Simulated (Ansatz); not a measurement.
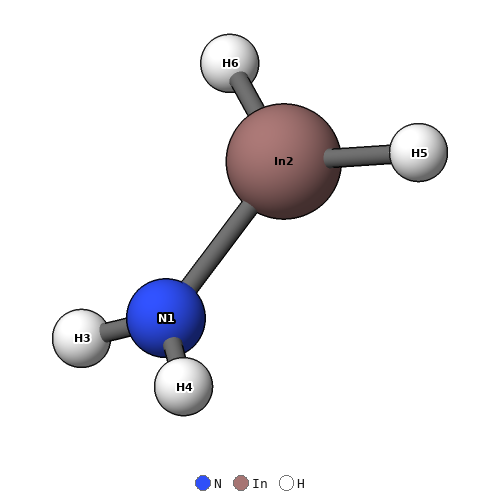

The system is H₄InN (SMILES [NH2][InH2]) with the probe HF; the picture shows it without the atoms that are moved over the map. 
- The probe is moved over a plane parallel to the molecule's main plane, 2.70 Å above it.
- First axis: x of the probe's F atom. Second axis: y of the probe's F atom.
- Nothing is relaxed (molecule and probe rigid, the probe upright with F nearest the plane).
- The grid has 19 × 19 points; 190 points were computed and 171 follow by symmetry.
- Energies: kcal/mol, counted from molecule and probe far apart, each relaxed in its own basis (no counterpoise correction).
- Level of theory: RKS SPW92 (LDA)/def2-SVPD in Ansatz 0.2.0.

Range: x of the probe's F atom from −3.06 to 3.06 Å; y of the probe's F atom from −3.06 to 3.06 Å.

What landscape does the calculation give?

The lowest grid point is at x of the probe's F atom = 1.36 Å, y of the probe's F atom = 0.00 Å, −4.29 kcal/mol from molecule and probe far apart, each relaxed in its own basis (no counterpoise correction). No other kind of well shows on this grid. The highest grid point, x of the probe's F atom = −1.36 Å, y of the probe's F atom = 0.00 Å, lies 4.27 kcal/mol above the lowest. Near the minimum the well is nearly round, with a curvature of about 0.079 eV/Å².

```tsv
y of the probe's F atom ↓, x of the probe's F atom →	−2.72	−2.04	−1.36	−0.68	0.00	0.68	1.36	2.04	2.72
2.72	−0.46	−0.54	−0.58	−0.65	−0.77	−0.89	−0.90	−0.77	−0.54
2.04	−0.62	−0.74	−0.83	−1.02	−1.39	−1.70	−1.71	−1.45	−1.02
1.36	−0.71	−0.78	−0.80	−1.19	−2.05	−2.75	−2.86	−2.41	−1.68
0.68	−0.66	−0.54	−0.35	−0.94	−2.43	−3.60	−3.89	−3.39	−2.35
0.00	−0.61	−0.36	−0.02	−0.71	−2.50	−3.89	−4.29	−3.81	−2.65
−0.68	−0.66	−0.54	−0.35	−0.94	−2.43	−3.60	−3.89	−3.39	−2.35
−1.36	−0.71	−0.78	−0.80	−1.19	−2.05	−2.75	−2.86	−2.41	−1.68
−2.04	−0.62	−0.74	−0.83	−1.02	−1.39	−1.70	−1.71	−1.45	−1.02
−2.72	−0.46	−0.54	−0.58	−0.65	−0.77	−0.89	−0.90	−0.77	−0.54
```

The table holds every second grid line.

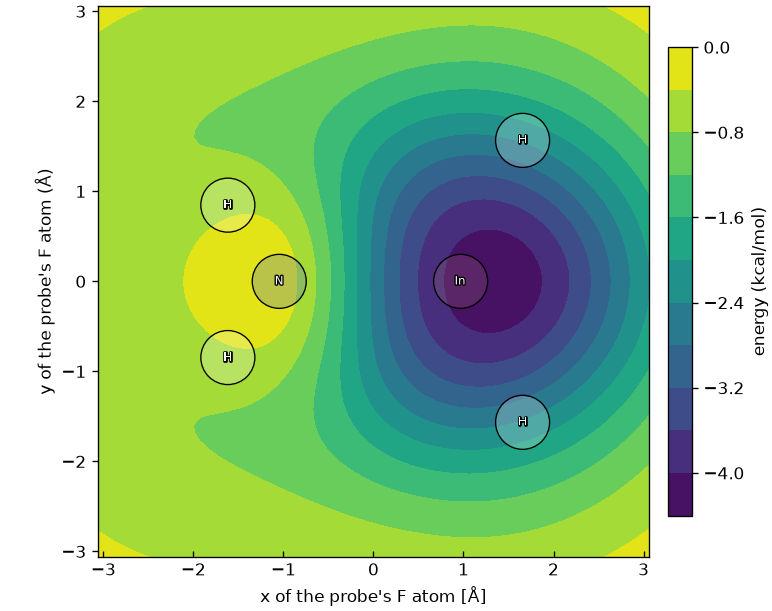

The picture shows filled contours, labelled circles for the molecule's atoms, projected on the plane. Between grid points the surface is interpolated.

Time for the 190 points that were run: 11 min on 1 thread of Arm Neoverse N1, with other jobs on the host.
